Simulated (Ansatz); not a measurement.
# Phonons of InGaW in the AlB2 type, part 2 of 3

Question: is the lattice of InGaW in the AlB2 type stable, and if so, what are its coupling constant and resistivity?

Ansatz 0.2.0; DFT LDA, scalar-relativistic, plane waves, PAW; PAW set soft_1.

So far. Step 2 (Relaxation): The largest force is now zero by symmetry and the largest stress component 0.016 GPa. Step 3 (Relaxing cell and atoms): The largest force is now zero by symmetry and the largest stress component 0.031 GPa. The relaxed cell has a = 4.624, c = 2.692 Å (conventional setting).

The structure was built from a prototype and need not be the compound's stable phase.

## (4) Tight relaxation

No force is left; the cell is relaxed once more with another smearing and tight thresholds.

input.yaml reads:

```yaml
crystal:
  lattice:
    - [4.6235375497, -3.2763e-06, 0.0]
    - [-2.3117659375, 4.0041026115, 0.0]
    - [0.0, 0.0, 2.6920606881]
  atoms:
    - { symbol: W, position: [0.0, 0.0, 0.0] }
    - { symbol: Ga, position: [0.3333333333, 0.6666666667, 0.5] }
    - { symbol: In, position: [0.6666666667, 0.3333333333, 0.5] }
kpoints:
  mp_grid: { grid: [6, 6, 12] }
hamiltonian:
  xc: lda
  pseudopotentials: { kind: paw, azcp: { folder: soft_1 }, xc_functional: pbe }
scf:
  occupations: { method: methfessel_paxton, width: 0.2 }
output:
  forces: true
  stress: true
  eigenvalues: true
relax:
  adjacent_minimum: "off"
  f_tol: 0.001
  max_steps: 60
  cell: { stress_tol: 0.01 }
```

Started as:

```
$ ansatz run input.yaml --threads 4 --pin off --max-ram 12288MiB --backend cpu --events-out ev --progress --plain --runs-dir out
```

Numbers of over 12 decimals in the logs are rounded to 6 here.

Output:

```text
[the first part of the log is left out]
  E_paw        = -14309.475493  (= ΣΔE_a)
  E_vpaw       = -856.094784  (= ΣTr[D̂ρ^β])
  E_aug_tail   = -0.000005  (compensation charges beyond the density's cutoff)
  E_ewald      = -4343.980414
  E_core_change = 2.296265  (= ΣΔE_core)
  E_smearing   = -0.008246  (= −TS)
  E_closure    = 0.000000  (closes the sum)
  Σ components = -19293.364144   (vs F -19293.364144, Δ=0.00e0)
[...]
--- Stress (GPa, compression-positive) ---
       -0.009522       0.000000       0.000000
       -0.000000      -0.009522       0.000000
        0.000000       0.000000       0.000316
  P = ⅓ Tr σ = -0.0062 GPa (-0.062 kbar)
--- Band table (eV; the first three rows and the last of 49) ---
[...]
--- Relaxed structure (3 steps of the walk, 2 accepted, 1 SCFs on fresh bases) ---
[...]
cell:  # Å, volume = 49.8110 Å³
    - [4.622147, -3.2753092467811436e-6, 0.0]
    - [-2.311071, 4.002898, 0.0]
    - [0.0, 0.0, 2.692197]
  atoms:
    - { symbol: W, position: [0, 0, 0.0] }
    - { symbol: Ga, position: [0.333333, 0.666667, 0.5] }
    - { symbol: In, position: [0.666667, 0.333333, 0.5] }
```

Elapsed: 2.3 s, on 4 threads of AMD EPYC 9B45 (Zen 5), shared host; peak memory 0.5 GiB.

Little changed from the start: no atom moved by 0.005 Å and no cell edge by 0.1 %.

Numbers from this step:

- pressure: -0.006242 GPa
- volume per atom: 16.60 Å³/atom

The largest force is now zero by symmetry and the largest stress component 0.0095 GPa, small enough for phonons.

## (5) Lattice stability: q 2×2×2, k 4×4×6

Before any scattering is computed, the phonons show whether the structure is a minimum.

input.yaml reads:

```yaml
crystal:
  lattice:
    - [4.6221467474, -3.2753e-06, 0.0]
    - [-2.3110705372, 4.0028981409, 0.0]
    - [0.0, 0.0, 2.6921972705]
  atoms:
    - { symbol: W, position: [0.0, 0.0, 0.0] }
    - { symbol: Ga, position: [0.3333333333, 0.6666666667, 0.5] }
    - { symbol: In, position: [0.6666666667, 0.3333333333, 0.5] }
kpoints:
  mp_grid: { grid: [4, 4, 6] }
hamiltonian:
  xc: lda
  pseudopotentials: { kind: paw, azcp: { folder: soft_1 }, xc_functional: pbe }
scf:
  occupations: { method: methfessel_paxton, width: 0.2 }
output:
  eigenvalues: true
phonons:
  method: dfpt
  qmesh: [2, 2, 2]
  temperatures: { t_max: 1000, t_step: 50 }
  qpath:
    path:
      - [[0.0, 0.0, 0.0], [0.5, 0.0, 0.0], [0.33333333, 0.33333333, 0.0], [0.0, 0.0, 0.0], [0.0, 0.0, 0.5], [0.5, 0.0, 0.5], [0.33333333, 0.33333333, 0.5], [0.0, 0.0, 0.5]]
      - [[0.5, 0.0, 0.5], [0.5, 0.0, 0.0]]
      - [[0.33333333, 0.33333333, 0.5], [0.33333333, 0.33333333, 0.0]]
    npoints: 10
```

Output:

```text
Warning: phonons: the dynamical matrix that this run interpolates holds no multipole term above the dipole-dipole one, and a site of this crystal is no centre of inversion, so its interpolated transverse optical and acoustic branches and sound speeds can stay off near Gamma, and the density of states and the thermodynamics with them. What a run solves at a wave vector of phonons.qpoints, Gamma apart, where the deck admits one, is free of this, and under fd what a larger phonons.supercell samples
[...]
Crystal: 3 atoms, lattice volume = 49.811 Å³
Basis set: ecut = 420 eV, 951 PW (Γ), exchange–correlation on 64×64×36 points (8 copies of the dense FFT grid, shifted against one another)
Bands: 24, of which v1, the nominal top of the filled ones, is band 20 counted from 1 (19 counted from 0)
Symmetry: 12 space group operations
k-points: 16 of 96 (time reversal used)
[...]
SCF iter   1: F=—  HF=-19293.975779 eV  |F-HF|=—  |Δ(HF+E_count)|=         —  Δρ=6.06e-2  dr2=2.59e0  ethr=3.10e-3  ⟨swp⟩=4.9  Hψ=1568  notcnv=0
[...]
SCF iter  11: F=-19293.351896 eV  HF=-19293.351896 eV  |F-HF|=3.64e-12  |Δ(HF+E_count)|=  7.28e-12  S|Δr|=    0.00e0  Δρ=3.30e-8  dr2=1.96e-13  ethr=1.00e-12  ⟨swp⟩=5.0  Hψ=1518  notcnv=0
SCF 1 converged in 11 iterations: F = -19293.351896 eV  dr2 = 1.96e-13
[...]
SCF iter   1: F=—  HF=-19293.351896 eV  |F-HF|=—  |Δ(HF+E_count)|=         —  Δρ=1.03e-7  dr2=4.90e-12  ethr=6.63e-9  ⟨swp⟩=3.7  Hψ=2819  notcnv=0
eigensolver tolerance schedule: the retry pair's looser diagonalisation over-reported the residual by 541132.61 of it (diagonalisation noise at an unbounded share of the residual, at the tolerance the schedule requests for it); recorded, not acted on — ethr = c·dr2/N_el stays at c = 1.0e-1
[...]
SCF iter   2: F=-19293.351896 eV  HF=-19293.351896 eV  |F-HF|=0.00e0  |Δ(HF+E_count)|=  8.29e-10  S|Δr|=    0.00e0  Δρ=7.31e-8  dr2=3.42e-12  ethr=1.00e-12  ⟨swp⟩=5.3  Hψ=1579  notcnv=0
SCF 2 converged in 2 iterations: F = -19293.351896 eV  dr2 = 3.42e-12
phonons: the bands overlap, so this run is a metal and interpolates without the dipole-dipole term. If the crystal is really an insulator or semiconductor, its LO-TO splitting is missing
NSCF: frozen V_eff on 16 k-points
[...]
DFPT response loops at q = (0, 0, 0) (fractional): preconditioner auto → Kerker (q_TF=auto, 2.630 Å⁻¹) (partly filled bands, converged f_vac=0.000); β = 1.00, the filter's whole step (`scf.mixing.beta` (0.50) is not read by the response loops under this deck's `scf.mixing.preconditioner`; to damp them name `kerker` or `kerker_dos`, under which they read `scf.mixing.beta`, and type it under 1.00, their step now; both keys bind the ground state too); Broyden in place of MSR1
[...]
SCF converged after 11 iterations
Stability not checked: this state was not tested for a lower state beside it, because cold or Methfessel-Paxton smearing, or corrected tetrahedra, fill the levels in a way that the test cannot read (fill_not_monotonic; see scf.lower_state_search)
Free energy (F): -19293.351896 eV
[...]
Internal energy: -19293.345481 eV  (E = F + TS)
E sigma→0 (E₀):  -19293.350292 eV
Entropy (-TS):   -0.006415 eV (-2.138 meV/atom)
Fermi energy:    16.716683 eV
[...]
--- Band table (eV; the first three rows and the last of 16) ---
  k-point 0: bands = [... 16 lower, 12.2905, 12.7556, 13.9176, 17.3900, 17.3900, 19.0586, 19.0586, 21.1007]
  k-point 1: bands = [... 16 lower, 12.9282, 14.0063, 14.4201, 15.9697, 15.9697, 20.2025, 20.3084, 20.3084]
  k-point 2: bands = [... 16 lower, 14.3079, 14.3347, 14.6363, 14.6363, 15.8630, 19.3492, 19.8403, 19.8403]
  k-point 15: bands = [... 16 lower, 12.6801, 13.8095, 14.4851, 16.7325, 17.1801, 17.4437, 18.8678, 18.9344]
--- Phonons (Γ-DFPT): 6 representative perturbations + reference (Σ response iterations 18) ---
  ASR residual: 4.075e-5 → 0.000e0 eV/Å²; symmetrization residual: 2.228e-5 eV/Å²
  ASR residual per site (eV/Å²): 4.07e-5 1.90e-5 3.71e-5
  Γ frequencies (cm⁻¹): -52.06 0.00 0.00 0.00 71.38 96.51 96.51 208.69 208.69
--- Phonons (arbitrary-q DFPT): 4 irreducible q on the 2×2×2 mesh ---
  q = [0.0000, 0.0000, 0.0000] (star 1, of the zone-centre solve; hermiticity 4.46e-6, symmetrization 1.06e-7): -52.06 -0.00 -0.00 0.00 71.38 96.51 96.51 208.69 208.69
  q = [0.0000, 0.0000, -0.5000] (star 1, 6 solved perturbations in 168 linear systems a pass and spin channel, the states on 40 of 96 k-point pairs; hermiticity 5.30e-7, symmetrization 3.09e-6): -56.11 -56.11 75.93 75.93 156.80 170.55 188.69 188.69 246.86
[...]
sum rule: each row above includes the acoustic sum rule's correction from the zone centre's row sums; it moved no ω² by more than (0.30 cm⁻¹)²
  mesh force constants: q→R imaginary residual 1.11e-17; ASR residual 4.075e-5 → 0.000e0 eV/Å²; symmetrization residual 8.882e-15 eV/Å²
  interpolated dispersion: 93 rows × 9 modes
  density of states and harmonic sums: on the 16×16×24 q-mesh, interpolated from the force constants of a 2×2×2 supercell (no non-analytic term)
  largest difference from the sums on the solved wave vectors: F 1.48e-1 eV, S 2.18e-4 and C_V 6.94e-5 eV/K
  zero-point energy: 0.066389 eV/cell   skipped modes (ω ≤ 0): 317, of them read as no rigid motion or as one in doubt: 314 (6.958e-1 modes/cell left out, lowest -56.11 cm⁻¹)   left out of the sums: 7.74e-2 of the cell's modes: C_V's classical limit lies that fraction below 3 k_B per atom; for a crystal, a wire or a layer, F and S can be off by more, and a phonons.interpolated_qmesh denser along its periods is the remedy for the sampling
```

The job ended after 14 s (4 threads; peak memory 0.61 GiB).

Reading the cycles: dr2 is the Hartree energy of the density residual (eV), the measure of convergence; HF is the Harris–Foulkes estimate of the energy, which meets the free energy F at convergence.

This step gave:

```
share of imaginary modes in the plain interpolation between solved wavevectors : 0.0715
highest frequency, solved or plainly interpolated                              : 246.9 cm⁻¹
```

Solved on the 2×2×2 mesh alone; all other wavevectors are interpolated. Phonon branches along the path, in cm⁻¹:

```csv
point,branch 1,branch 2,branch 3,branch 4,branch 5,branch 6,branch 7,branch 8,branch 9
Γ,-52,0,0,0,71,96,96,209,209
M,-44,-11,26,64,101,118,131,194,217
K,-40,34,57,61,84,105,168,170,222
Γ,-52,0,0,0,71,96,96,209,209
A,-56,-56,76,76,157,170,189,189,247
L,36,36,108,148,152,155,187,198,239
H,8,115,119,134,153,154,155,210,238
A,-56,-56,76,76,157,170,189,189,247
jump to L,36,36,108,148,152,155,187,198,239
M,-44,-11,26,64,101,118,131,194,217
jump to H,8,115,119,134,153,154,155,210,238
K,-40,34,57,61,84,105,168,170,222
```

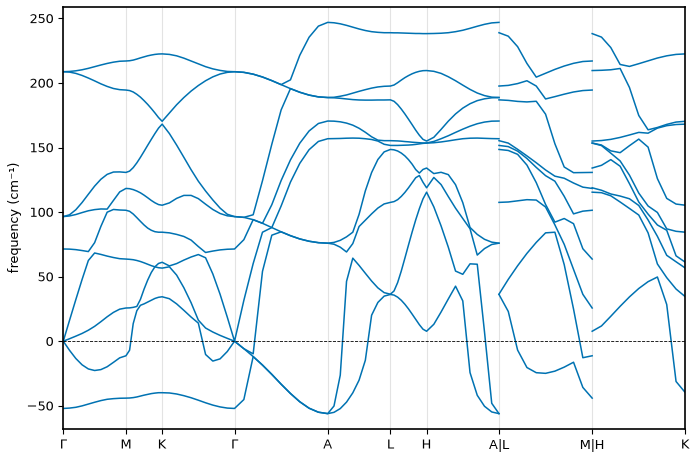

Phonon branches along the path.

Lowest modes at the softest wavevector of the mesh. The modes at q = (0.000, 0.000, 0.500) (shares of kinetic energy by element, %) (negative means imaginary):

```csv
mode,frequency (cm⁻¹),W %,Ga %,In %
1,-56.1,100,0,0
2,-56.1,100,0,0
3,75.9,0,41,59
4,75.9,0,41,59
5,156.8,0,92,8
6,170.5,100,0,0
```

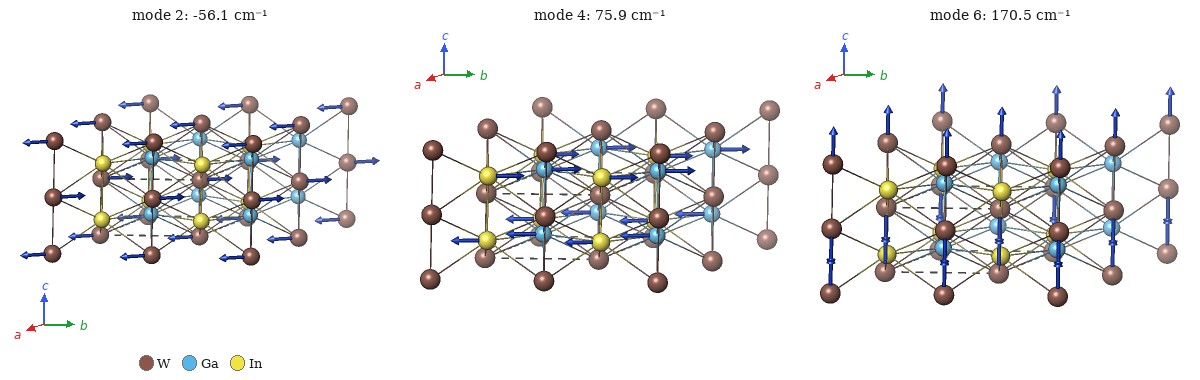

Displacement patterns of modes 2, 4 and 6 at q = (0.000, 0.000, 0.500); arrows are exaggerated. 2×2×2 cells are drawn. Some periodic images of atoms are drawn too.

Among the solved wavevectors the lowest mode, translations apart, is -56.1 cm⁻¹, imaginary.

## (6) Lattice stability: q 3×3×3, k 6×6×9

An imaginary mode on so few k-points may come from the sampling, so the phonons are repeated with another q and k mesh.

Changes to input.yaml since step 5:

```diff
@@ -10,3 +10,3 @@
 kpoints:
-  mp_grid: { grid: [4, 4, 6] }
+  mp_grid: { grid: [6, 6, 9] }
 hamiltonian:
@@ -20,3 +20,3 @@
   method: dfpt
-  qmesh: [2, 2, 2]
+  qmesh: [3, 3, 3]
   temperatures: { t_max: 1000, t_step: 50 }
```

Output:

```text
[...]
Crystal: 3 atoms, lattice volume = 49.811 Å³
Basis set: ecut = 420 eV, 951 PW (Γ), exchange–correlation on 64×64×36 points (8 copies of the dense FFT grid, shifted against one another)
Bands: 24, of which v1, the nominal top of the filled ones, is band 20 counted from 1 (19 counted from 0)
Symmetry: 12 space group operations
k-points: 35 of 324 (time reversal used)
[...]
SCF iter   1: F=—  HF=-19294.037767 eV  |F-HF|=—  |Δ(HF+E_count)|=         —  Δρ=6.15e-2  dr2=2.71e0  ethr=3.10e-3  ⟨swp⟩=4.9  Hψ=3406  notcnv=0
[...]
SCF iter  11: F=-19293.362726 eV  HF=-19293.362726 eV  |F-HF|=3.64e-12  |Δ(HF+E_count)|=  7.28e-12  S|Δr|=    0.00e0  Δρ=1.86e-8  dr2=9.11e-14  ethr=1.00e-12  ⟨swp⟩=5.0  Hψ=3445  notcnv=0
SCF 1 converged in 11 iterations: F = -19293.362726 eV  dr2 = 9.11e-14
[...]
SCF iter   2: F=-19293.362726 eV  HF=-19293.362726 eV  |F-HF|=0.00e0  |Δ(HF+E_count)|=   5.37e-9  S|Δr|=    0.00e0  Δρ=7.68e-8  dr2=3.79e-12  ethr=1.00e-12  ⟨swp⟩=5.7  Hψ=3518  notcnv=0
SCF 2 converged in 2 iterations: F = -19293.362726 eV  dr2 = 3.79e-12
[...]
SCF converged after 11 iterations
[...]
Free energy (F): -19293.362726 eV
[...]
Internal energy: -19293.354861 eV  (E = F + TS)
E sigma→0 (E₀):  -19293.360760 eV
Entropy (-TS):   -0.007865 eV (-2.622 meV/atom)
Fermi energy:    16.622980 eV
[...]
--- Band table (eV; the first three rows and the last of 35) ---
  k-point 0: bands = [... 16 lower, 12.2753, 12.7734, 13.9408, 17.3894, 17.3894, 19.0278, 19.0278, 21.0752]
  k-point 1: bands = [... 16 lower, 12.5631, 13.3630, 14.1557, 16.5896, 16.5896, 19.7297, 19.7297, 20.8380]
  k-point 2: bands = [... 16 lower, 13.3805, 14.6891, 14.8968, 15.3378, 15.3378, 19.1892, 20.6613, 20.6613]
  k-point 34: bands = [... 16 lower, 13.5778, 13.5896, 14.5360, 16.5875, 17.3800, 17.8131, 17.9765, 18.4791]
[...]
ASR residual: 3.756e-5 → 0.000e0 eV/Å²; symmetrization residual: 3.183e-5 eV/Å²
  ASR residual per site (eV/Å²): 3.76e-5 3.60e-5 3.40e-5
  Γ frequencies (cm⁻¹): -40.47 0.00 0.00 0.00 76.78 103.62 103.62 203.50 203.50
--- Phonons (arbitrary-q DFPT): 6 irreducible q on the 3×3×3 mesh ---
[...]
interpolated dispersion: 93 rows × 9 modes
[...]
```

Wall time 76 s (4 threads); peak memory 1.4 GiB; 4.8 min of CPU time.

This step gave:

| Property | Result |
| --- | --- |
| share of imaginary modes in the plain interpolation between solved wavevectors | 0.0161 |
| highest frequency, solved or plainly interpolated | 244.5 cm⁻¹ |

Solved on the 3×3×3 mesh alone; all other wavevectors are interpolated. Phonon branches along the path, in cm⁻¹:

```csv
point,branch 1,branch 2,branch 3,branch 4,branch 5,branch 6,branch 7,branch 8,branch 9
Γ,-40,0,0,0,77,104,104,204,204
M,-41,32,46,67,106,109,131,197,217
K,-34,38,57,66,85,106,169,172,225
Γ,-40,0,0,0,77,104,104,204,204
A,73,73,75,75,161,191,193,193,244
L,38,53,106,127,162,164,195,197,241
H,-9,100,108,130,154,161,174,210,240
A,73,73,75,75,161,191,193,193,244
jump to L,38,53,106,127,162,164,195,197,241
M,-41,32,46,67,106,109,131,197,217
jump to H,-9,100,108,130,154,161,174,210,240
K,-34,38,57,66,85,106,169,172,225
```

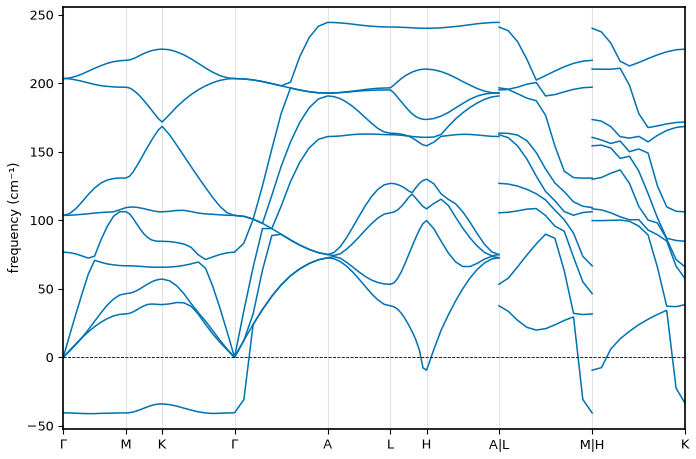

Phonon branches along the path.

Lowest modes at the softest wavevector of the mesh. The modes at q = (0.000, 0.333, 0.000) (shares of kinetic energy by element, %) (negative means imaginary):

```csv
mode,frequency (cm⁻¹),W %,Ga %,In %
1,-40.8,4,90,6
2,27.4,43,20,37
3,36.2,61,9,30
4,68.6,36,1,63
5,92.4,77,5,18
6,105.9,54,31,15
```

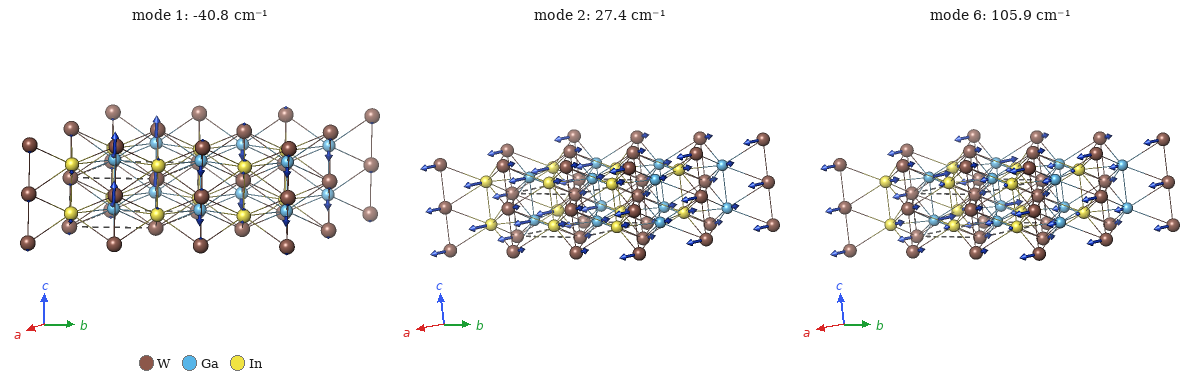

Displacement patterns of modes 1, 2 and 6 at q = (0.000, 0.333, 0.000); arrows are exaggerated. 2×3×2 cells are drawn. Some periodic images of atoms are drawn too.

The modes has structure finer than the step of the table below, so its rows give means over 20 cm⁻¹, whole bins alone (the curve runs from -51.1 to 261 cm⁻¹). Peaks (cm⁻¹: height): Ga 27.5: 0.0185, 84.4: 0.0166, 104.1: 0.0217, 139.4: 0.0205, 151.2: 0.0199, 161.0: 0.0319, 196.4: 0.0338; In 33.4: 0.0220, 104.1: 0.0171, 170.8: 0.0162, 196.4: 0.0353, 212.1: 0.0319, 225.8: 0.0160, 239.6: 0.0183; W 31.4: 0.0140, 70.7: 0.0329, 84.4: 0.0357, 108.0: 0.0467, 165.0: 0.0113.

Phonopy on the run's constants, 15x15x21 mesh, Gaussian sigma 2.2 cm⁻¹. Modes against wavenumber; means over each step; values in 1/cm⁻¹/cell:

```csv
wavenumber (cm⁻¹),Ga,In,W
-40,0.00467,2.6e-4,1.9e-4
-20,0.00192,7.7e-5,3.1e-5
0,1.8e-4,2.7e-4,1.1e-4
20,0.00769,0.00728,0.00456
40,0.0107,0.0144,0.00994
60,0.00759,0.00783,0.0161
80,0.00902,0.0125,0.0298
100,0.0130,0.0141,0.0344
120,0.0101,0.0120,0.0243
140,0.0129,0.0103,0.00753
160,0.0198,0.00582,0.00915
180,0.0149,0.0122,0.00854
200,0.0276,0.0267,0.00460
220,0.00982,0.0165,6.4e-4
240,1.5e-4,0.00965,1.1e-4
```

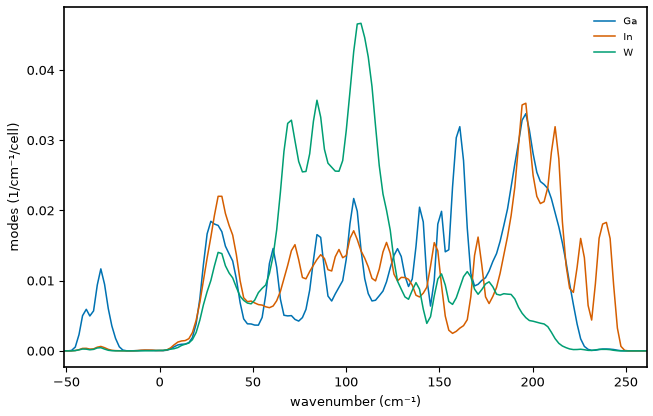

Modes, plotted against wavenumber.

(Continued in part 3 of 3.)

[Logs are printed without paths, hosts, clocks, repeated set-up lines and the standing remarks that a program may print on its own settings, such as how far it seeks lower states.]

[Hosts, paths, dates, database ids (printed as entryN), source tags and the programs' standing remarks are cut or masked in the printed files.]
